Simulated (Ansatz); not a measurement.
# Be4Bi2O (built on the sites of a database entry of Ca4Bi2O): a soft mode frozen in, part 2 of 3

Which phase does Be4Bi2O (built on the sites of a database entry of Ca4Bi2O) fall into along its unstable mode, and how much energy does it gain?

Ansatz 0.2.0; DFT PBEsol, scalar-relativistic, plane waves, PAW.

So far, highest frequency on the path or at a solved wavevector (cm⁻¹): step 2 (the dispersion) 957. Also lowest frequency on the path (cm⁻¹): step 2 -443.

The structure was built from a prototype and need not be the compound's stable phase.

### Step 4. The mode frozen in, largest atomic shift 0.32 Å

The atoms are moved along the unstable eigenvector, the largest shift by 0.32 Å, with the cell fixed.

File input.yaml:

```yaml
crystal:
  lattice:
    - [0.0, -4.1514993781, 0.0]
    - [-4.1514993781, 0.0, 0.0]
    - [0.0, 0.0, -11.9653715001]
  atoms:
    - { symbol: Be, position: [0.5198301469, 0.5198301469, 0.1300777574] }
    - { symbol: Be, position: [0.9801698531, 0.9801698531, 0.6300777574] }
    - { symbol: Be, position: [0.502900296, 0.0770260011, 0.0] }
    - { symbol: Be, position: [-0.002900296, 0.4229739989, 0.5] }
    - { symbol: Be, position: [0.5198301469, 0.5198301469, 0.8699222426] }
    - { symbol: Be, position: [0.9801698531, 0.9801698531, 0.3699222426] }
    - { symbol: Be, position: [0.0770260011, 0.502900296, 0.0] }
    - { symbol: Be, position: [0.4229739989, -0.002900296, 0.5] }
    - { symbol: Bi, position: [-0.0004713651, -0.0004713651, 0.8476476792] }
    - { symbol: Bi, position: [0.5004713651, 0.5004713651, 0.3476476792] }
    - { symbol: Bi, position: [0.5004713651, 0.5004713651, 0.6523523208] }
    - { symbol: Bi, position: [0.9995286349, 0.9995286349, 0.1523523208] }
    - { symbol: O, position: [0.4494023609, 0.4494023609, 0.0] }
    - { symbol: O, position: [1.0505976391, 1.0505976391, 0.5] }
kpoints:
  mp_grid: { grid: [8, 8, 4] }
hamiltonian:
  xc: pbesol
scf:
  occupations: { method: methfessel_paxton, width: 0.2 }
output:
  forces: true
  stress: true
  eigenvalues: true
```

On the command line:

```bash
$ ansatz run input.yaml --threads 8 --pin off --max-ram 14336MiB --backend cpu --events-out ev --progress --plain --runs-dir out
```

Numbers of over 12 decimals in the logs are rounded to 6 here.

Log:

```text
[...]
Crystal: 14 atoms, lattice volume = 206.223 Å³
Basis set: ecut = 420 eV, 4007 PW (Γ), exchange–correlation on 60×60×160 points (8 copies of the dense FFT grid, shifted against one another)
Bands: 58, of which v1, the nominal top of the filled ones, is band 44 counted from 1 (43 counted from 0)
Symmetry: 8 space group operations
[...]
k-points: 63 of 256
[...]
k-point 0: bands = [... 40 lower, 9.3593, 10.0391, 10.0900, 10.3949, 10.5967, 10.7565, 10.7696, 11.4327, ... 10 higher]
  k-point 1: bands = [... 40 lower, 9.4540, 9.9597, 10.0925, 10.3388, 10.7651, 10.7808, 11.0572, 11.5771, ... 10 higher]
  k-point 2: bands = [... 40 lower, 9.6914, 9.6914, 10.2120, 10.2120, 10.7807, 10.7807, 11.7792, 11.7792, ... 10 higher]
  k-point 62: bands = [... 40 lower, 7.4852, 7.4852, 8.2142, 8.2142, 11.6698, 11.6698, 11.8990, 11.8990, ... 10 higher]
[key lines of the parts left out:]
SCF converged after 7 iterations
Free energy (F): -50809.445340 eV
Fermi energy:    10.866375 eV
P = ⅓ Tr σ = 3.2524 GPa (32.524 kbar)
```

It took 4.7 s on 8 threads of AMD EPYC 7R43, shared host; peak memory 1.3 GiB.

Numbers from this step:

| Item | Value |
| --- | --- |
| pressure | 3.252 GPa |
| energy from the undistorted cell | -71.69 meV/atom |

The energy, extrapolated to zero smearing, is -71.69 meV/atom against the undistorted cell.

The run ends at a pressure of 3.25 GPa, with forces up to 0.83 eV/Å.

### Step 5. Energy along the mode, all amplitudes (two of the runs are shown above)

An imaginary frequency means negative curvature, so the energy should fall and then rise again as anharmonic terms take over.

This step gave:

```yaml
depth_at_the_lowest_point_sampled: 71.69 meV/atom
largest_atomic_shift_at_that_point: 0.32 Å
```

Table of energy from the parent by largest atomic shift:

```csv
largest atomic shift (Å),energy from the parent (meV/atom)
0.000,0
0.040,-2.81
0.080,-10.9
0.140,-30.6
0.220,-61.0
0.320,-71.7
0.450,76.2
```

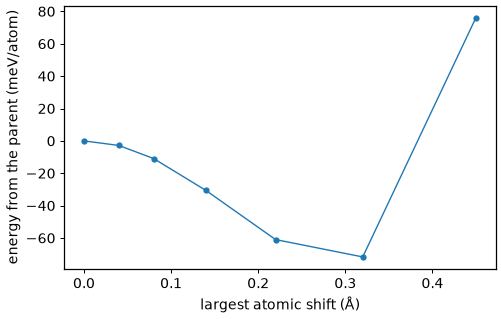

Energy from the parent against largest atomic shift.

Displacement at unit largest shift by atom:

```csv
atom,x (Å),y (Å),z (Å),size
Be1,-0.257,-0.257,0.000,0.363
Be2,0.257,0.257,0.000,0.363
Be3,-0.999,-0.038,0.000,1.000
Be4,0.999,0.038,0.000,1.000
Be5,-0.257,-0.257,0.000,0.363
Be6,0.257,0.257,0.000,0.363
Be7,-0.038,-0.999,0.000,1.000
Be8,0.038,0.999,0.000,1.000
Bi9,0.006,0.006,0.000,0.008
Bi10,-0.006,-0.006,0.000,0.008
Bi11,-0.006,-0.006,0.000,0.008
Bi12,0.006,0.006,0.000,0.008
O13,0.656,0.656,0.000,0.928
O14,-0.656,-0.656,0.000,0.928
```

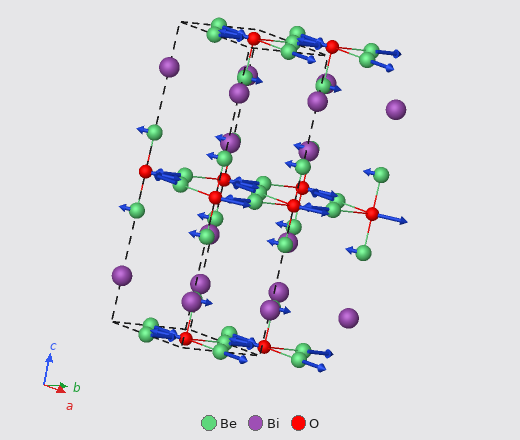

Displacement at unit largest shift as arrows, the longest 1.000 Å. 1×2×1 cells are drawn. Some periodic images of atoms are drawn too.

The lowest of the steps tried is at 0.32 Å, 71.7 meV/atom below the parent; the bottom of the well need not coincide with a step.

### Step 6. Relaxation from the frozen mode

Starting from the lowest point found, all atoms and the cell are let go, so that strain and other modes of the same symmetry can join in.

Edit input.yaml of step 4 so:

```diff
@@ -30 +30,6 @@
   eigenvalues: true
+relax:
+  adjacent_minimum: "off"
+  f_tol: 0.002
+  max_steps: 120
+  cell: { stress_tol: 0.03 }
```

Log:

```text
[...]
Crystal: 14 atoms, lattice volume = 206.223 Å³
Basis set: ecut = 420 eV, 4007 PW (Γ), exchange–correlation on 60×60×160 points (8 copies of the dense FFT grid, shifted against one another)
Bands: 58, of which v1, the nominal top of the filled ones, is band 44 counted from 1 (43 counted from 0)
Symmetry: 8 space group operations
[...]
k-points: 63 of 256
[...]
SCF iter   1: F=—  HF=-50809.492511 eV  |F-HF|=—  |Δ(HF+E_count)|=         —  Δρ=8.17e-3  dr2=1.68e-1  ethr=1.77e-3  ⟨swp⟩=11.0  Hψ=20927  notcnv=0
[...]
SCF iter   7: F=-50809.445340 eV  HF=-50809.445340 eV  |F-HF|=2.55e-8  |Δ(HF+E_count)|=   2.10e-7  S|Δr|=    0.00e0  Δρ=4.44e-6  dr2=5.77e-8  ethr=1.14e-10  ⟨swp⟩=11.5  Hψ=18463  notcnv=0
SCF 1 converged in 7 iterations: F = -50809.445340 eV  dr2 = 5.77e-8
[...]
relax step   1: F+E_penalty+E_count = -50809.44534035 eV  Δ(F+E_penalty+E_count) = +0.000e0 eV  max|allowed force component| = 7.976e-1 eV/Å  Δτ_max = 0.0000 Å  P = +3.252 GPa  Ω = 206.223 Å³  (7 SCF iters, dr2 threshold 1.00e-7 eV, accepted)
Crystal: 14 atoms, lattice volume = 220.069 Å³
Basis set: ecut = 420 eV, 4311 PW (Γ), exchange–correlation on 60×60×160 points (8 copies of the dense FFT grid, shifted against one another)
[...]
SCF iter   7: F=-50809.951789 eV  HF=-50809.951789 eV  |F-HF|=2.76e-7  |Δ(HF+E_count)|=   6.11e-7  S|Δr|=    0.00e0  Δρ=1.30e-5  dr2=6.73e-7  ethr=1.59e-9  ⟨swp⟩=8.8  Hψ=17450  notcnv=0
SCF 2 converged in 7 iterations: F = -50809.951789 eV  dr2 = 6.73e-7
[...]
relax step   2: F+E_penalty+E_count = -50809.95178880 eV  Δ(F+E_penalty+E_count) = -5.064e-1 eV  max|allowed force component| = 4.659e-1 eV/Å  Δτ_max = 0.1884 Å  P = +0.018 GPa  Ω = 220.069 Å³  energy of the carried Pulay correction = -1.176e-2 eV  (7 SCF iters, dr2 threshold 1.40e-6 eV, accepted)
Crystal: 14 atoms, lattice volume = 221.141 Å³
Basis set: ecut = 420 eV, 4303 PW (Γ), exchange–correlation on 60×60×160 points (8 copies of the dense FFT grid, shifted against one another)
[...]
SCF iter   6: F=-50810.398926 eV  HF=-50810.398926 eV  |F-HF|=6.58e-7  |Δ(HF+E_count)|=   2.75e-6  S|Δr|=    0.00e0  Δρ=1.62e-5  dr2=1.38e-6  ethr=1.59e-9  ⟨swp⟩=6.3  Hψ=18105  notcnv=0
SCF 3 converged in 6 iterations: F = -50810.398926 eV  dr2 = 1.38e-6
relax step   3: F+E_penalty+E_count = -50810.39892577 eV  Δ(F+E_penalty+E_count) = -4.471e-1 eV  max|allowed force component| = 4.511e-1 eV/Å  Δτ_max = 0.1700 Å  P = -0.326 GPa  Ω = 221.141 Å³  energy of the carried Pulay correction = -1.264e-2 eV  (6 SCF iters, dr2 threshold 1.40e-6 eV, accepted)
[... from here on, the SCF cycles and remarks between the steps are left out ...]
relax step   4: F+E_penalty+E_count = -50810.98014210 eV  Δ(F+E_penalty+E_count) = -5.812e-1 eV  max|allowed force component| = 3.272e-1 eV/Å  Δτ_max = 0.1953 Å  P = -1.265 GPa  Ω = 218.955 Å³  energy of the carried Pulay correction = -1.084e-2 eV  (6 SCF iters, dr2 threshold 1.40e-6 eV, accepted)
relax step   5: F+E_penalty+E_count = -50811.19331625 eV  Δ(F+E_penalty+E_count) = -2.132e-1 eV  max|allowed force component| = 5.736e-1 eV/Å  Δτ_max = 0.1574 Å  P = +1.400 GPa  Ω = 214.104 Å³  energy of the carried Pulay correction = -6.789e-3 eV  (7 SCF iters, dr2 threshold 1.40e-6 eV, accepted)
relax step   6: F+E_penalty+E_count = -50811.22565975 eV  Δ(F+E_penalty+E_count) = -3.234e-2 eV  max|allowed force component| = 3.221e-1 eV/Å  Δτ_max = 0.0882 Å  P = -0.053 GPa  Ω = 212.354 Å³  energy of the carried Pulay correction = -5.303e-3 eV  (6 SCF iters, dr2 threshold 1.40e-6 eV, accepted)
relax step   7: F+E_penalty+E_count = -50811.29013657 eV  Δ(F+E_penalty+E_count) = -6.448e-2 eV  max|allowed force component| = 1.367e-1 eV/Å  Δτ_max = 0.1128 Å  P = -0.387 GPa  Ω = 214.755 Å³  energy of the carried Pulay correction = -7.338e-3 eV  (6 SCF iters, dr2 threshold 1.40e-6 eV, accepted)
relax step   8: F+E_penalty+E_count = -50811.30598371 eV  Δ(F+E_penalty+E_count) = -1.585e-2 eV  max|allowed force component| = 4.931e-2 eV/Å  Δτ_max = 0.0579 Å  P = +0.796 GPa  Ω = 210.549 Å³  energy of the carried Pulay correction = -3.758e-3 eV  (6 SCF iters, dr2 threshold 1.17e-6 eV, accepted)
relax step   9: F+E_penalty+E_count = -50811.31391507 eV  Δ(F+E_penalty+E_count) = -7.931e-3 eV  max|allowed force component| = 5.581e-2 eV/Å  Δτ_max = 0.0399 Å  P = +0.035 GPa  Ω = 212.230 Å³  energy of the carried Pulay correction = -5.197e-3 eV  (6 SCF iters, dr2 threshold 1.40e-6 eV, accepted)
relax step  10: F+E_penalty+E_count = -50811.31317745 eV  Δ(F+E_penalty+E_count) = +7.376e-4 eV  max|allowed force component| = 6.094e-2 eV/Å  Δτ_max = 0.0202 Å  P = -0.182 GPa  Ω = 212.926 Å³  energy of the carried Pulay correction = -5.790e-3 eV  (6 SCF iters, dr2 threshold 1.96e-7 eV, rejected (line search))
relax step  11: F+E_penalty+E_count = -50811.31528172 eV  Δ(F+E_penalty+E_count) = -1.367e-3 eV  max|allowed force component| = 3.437e-2 eV/Å  Δτ_max = 0.0101 Å  P = -0.046 GPa  Ω = 212.466 Å³  energy of the carried Pulay correction = -5.398e-3 eV  (9 SCF iters, accepted)
relax step  12: F+E_penalty+E_count = -50811.31588970 eV  Δ(F+E_penalty+E_count) = -6.080e-4 eV  max|allowed force component| = 8.516e-3 eV/Å  Δτ_max = 0.0114 Å  P = -0.015 GPa  Ω = 212.416 Å³  energy of the carried Pulay correction = -5.356e-3 eV  (6 SCF iters, dr2 threshold 7.38e-8 eV, accepted)
relax step  13: F+E_penalty+E_count = -50811.31591905 eV  Δ(F+E_penalty+E_count) = -2.935e-5 eV  max|allowed force component| = 4.627e-3 eV/Å  Δτ_max = 0.0019 Å  P = -0.017 GPa  Ω = 212.466 Å³  energy of the carried Pulay correction = -5.398e-3 eV  (5 SCF iters, dr2 threshold 8.57e-9 eV, accepted)
relax step  14: F+E_penalty+E_count = -50811.31596919 eV  Δ(F+E_penalty+E_count) = -5.014e-5 eV  max|allowed force component| = 2.191e-3 eV/Å  Δτ_max = 0.0030 Å  P = +0.005 GPa  Ω = 212.454 Å³  energy of the carried Pulay correction = -5.388e-3 eV  (5 SCF iters, dr2 threshold 7.67e-9 eV, accepted)
relax step  15: F+E_penalty+E_count = -50811.31594371 eV  Δ(F+E_penalty+E_count) = +2.547e-5 eV  max|allowed force component| = 1.166e-3 eV/Å  Δτ_max = 0.0008 Å  P = -0.009 GPa  Ω = 212.490 Å³  energy of the carried Pulay correction = -5.419e-3 eV  (6 SCF iters, dr2 threshold 3.00e-10 eV, accepted)
relax step  16: F+E_penalty+E_count = -50811.34570734 eV  Δ(F+E_penalty+E_count) = -2.976e-2 eV  max|allowed force component| = 2.691e-3 eV/Å  Δτ_max = 0.0000 Å  P = +0.182 GPa  Ω = 212.490 Å³  stress off target by 4.52e-1 GPa  SCF on the basis re-selected at this cell (its energy is not comparable with the rows above)  (7 SCF iters)
relax step  17: F+E_penalty+E_count = -50811.34649873 eV  Δ(F+E_penalty+E_count) = -7.914e-4 eV  max|allowed force component| = 5.093e-3 eV/Å  Δτ_max = 0.0044 Å  P = +0.062 GPa  Ω = 212.796 Å³  energy of the carried Pulay correction = -2.528e-4 eV  (5 SCF iters, dr2 threshold 5.11e-7 eV, accepted)
relax step  18: F+E_penalty+E_count = -50811.34644467 eV  Δ(F+E_penalty+E_count) = +5.406e-5 eV  max|allowed force component| = 2.719e-3 eV/Å  Δτ_max = 0.0012 Å  P = +0.005 GPa  Ω = 212.959 Å³  energy of the carried Pulay correction = -3.919e-4 eV  (5 SCF iters, dr2 threshold 3.74e-8 eV, accepted)
relax step  19: F+E_penalty+E_count = -50811.34644581 eV  Δ(F+E_penalty+E_count) = -1.135e-6 eV  max|allowed force component| = 5.557e-4 eV/Å  Δτ_max = 0.0003 Å  P = +0.001 GPa  Ω = 212.959 Å³  energy of the carried Pulay correction = -3.919e-4 eV  (5 SCF iters, dr2 threshold 4.62e-10 eV, accepted)
[...]
SCF iter   5: F=-50811.346825 eV  HF=-50811.346825 eV  |F-HF|=5.09e-11  |Δ(HF+E_count)|=   4.26e-9  S|Δr|=    0.00e0  Δρ=2.33e-7  dr2=2.68e-11  ethr=1.00e-12  ⟨swp⟩=6.1  Hψ=17199  notcnv=0
SCF 20 converged in 5 iterations: F = -50811.346825 eV  dr2 = 2.68e-11
relax step  20: F+E_penalty+E_count = -50811.34682544 eV  Δ(F+E_penalty+E_count) = -3.796e-4 eV  max|allowed force component| = 5.772e-4 eV/Å  Δτ_max = 0.0000 Å  P = +0.002 GPa  Ω = 212.959 Å³  stress off target by 6.55e-3 GPa  SCF on the basis re-selected at this cell (its energy is not comparable with the rows above)  (5 SCF iters)
[...]
SCF converged after 5 iterations
[...]
Free energy (F): -50811.346825 eV
[...]
Internal energy: -50811.350248 eV  (E = F + TS)
E sigma→0 (E₀):  -50811.347681 eV
Entropy (-TS):   0.003422 eV (0.244 meV/atom)
Fermi energy:    9.948260 eV
[...]
--- Forces (eV/Å), atoms counted from 1 ---
  atom   1  Be     0.00002736     0.00002736     0.00050855
  atom   2  Be    -0.00002736    -0.00002736     0.00050855
  atom   3  Be     0.00057720     0.00016634     0.00000000
  atom   4  Be    -0.00057720    -0.00016634     0.00000000
  atom   5  Be     0.00002736     0.00002736    -0.00050855
  atom   6  Be    -0.00002736    -0.00002736    -0.00050855
  atom   7  Be     0.00016634     0.00057720     0.00000000
  atom   8  Be    -0.00016634    -0.00057720     0.00000000
  atom   9  Bi    -0.00018272    -0.00018272    -0.00029342
  atom  10  Bi     0.00018272     0.00018272    -0.00029342
  atom  11  Bi     0.00018272     0.00018272     0.00029342
  atom  12  Bi    -0.00018272    -0.00018272     0.00029342
  atom  13  O     -0.00052409    -0.00052409     0.00000000
  atom  14  O      0.00052409     0.00052409     0.00000000
  max |Σ_I F_I| component: 5.55e-17 eV/Å
--- Stress (GPa, compression-positive) ---
        0.003421       0.003126       0.000000
        0.003126       0.003421       0.000000
        0.000000       0.000000      -0.001257
  P = ⅓ Tr σ = 0.0019 GPa (0.019 kbar)
--- Band table (eV; the first three rows and the last of 63) ---
  k-point 0: bands = [... 40 lower, 8.4719, 8.6311, 9.0608, 9.9121, 10.0634, 10.3549, 10.6308, 10.6351, ... 10 higher]
  k-point 1: bands = [... 40 lower, 8.2917, 8.9234, 8.9670, 10.0030, 10.2387, 10.2721, 10.4154, 10.7562, ... 10 higher]
  k-point 2: bands = [... 40 lower, 8.6208, 8.6208, 9.5920, 9.5920, 10.2460, 10.2460, 10.5874, 10.5874, ... 10 higher]
  k-point 62: bands = [... 40 lower, 7.3154, 7.3154, 8.2244, 8.2244, 10.4740, 10.4740, 12.0630, 12.0630, ... 10 higher]
--- Relaxed structure (18 steps of the walk, 17 accepted, 2 SCFs on fresh bases) ---
  F+E_penalty+E_count = -50811.34682544 eV   max|allowed force component| = 5.772e-4 eV/Å   (the final SCF, on the basis selected at the relaxed cell)
  cell:  # Å, volume = 212.9587 Å³
    - [-0.171470, -4.404306, 0.0]
    - [-4.404306, -0.171470, 0.0]
    - [0.0, 0.0, -10.995100]
  atoms:
    - { symbol: Be, position: [0.619448, 0.619448, 0.106975] }
    - { symbol: Be, position: [0.880552, 0.880552, 0.606975] }
    - { symbol: Be, position: [0.523786, 0.087361, 1.5614330672590241e-19] }
    - { symbol: Be, position: [-0.023786, 0.412639, 0.5] }
    - { symbol: Be, position: [0.619448, 0.619448, 0.893025] }
    - { symbol: Be, position: [0.880552, 0.880552, 0.393025] }
    - { symbol: Be, position: [0.087361, 0.523786, 1.5614330672590241e-19] }
    - { symbol: Be, position: [0.412639, -0.023786, 0.5] }
    - { symbol: Bi, position: [0.014285, 0.014285, 0.832508] }
    - { symbol: Bi, position: [0.485715, 0.485715, 0.332508] }
    - { symbol: Bi, position: [0.485715, 0.485715, 0.667492] }
    - { symbol: Bi, position: [1.014285, 1.014285, 0.167492] }
    - { symbol: O, position: [0.443275, 0.443275, 1.5614330672590241e-19] }
    - { symbol: O, position: [1.056725, 1.056725, 0.5] }
```

The job ended after 1.9 min (8 threads; peak memory 1.3 GiB).

(Continued in part 3 of 3.)

[Logs are printed without paths, hosts, clocks, repeated set-up lines and the standing remarks that a program may print on its own settings, such as how far it seeks lower states.]

[Hosts, paths, dates, database ids (printed as entryN), source tags and the programs' standing remarks are cut or masked in the printed files.]
